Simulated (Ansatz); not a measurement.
The starting structures come from a database of crystals and need not be the phases stable at ambient conditions.

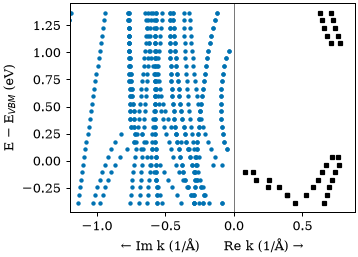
Complex bands at the centre of the two-dimensional zone; r2SCAN in Ansatz (a quantum-chemistry and plane-wave program)

The gap is the functional's own. No spin-orbit coupling. Mid-gap values are interpolated on the energy grid.

**Question.** This is LaBiS2O (P4/nmm, not sure to be the ambient phase, 10 atoms a cell, 22.5 Å³ an atom) along the normal of (100). Read off the slowest decay at the centre of the two-dimensional zone at 0.53 eV, the computed energy nearest the middle of the gap.

**Answer.** κ ≈ 0.10 1/Å, a decay length 1/(2κ) of the density of 5.1 Å.
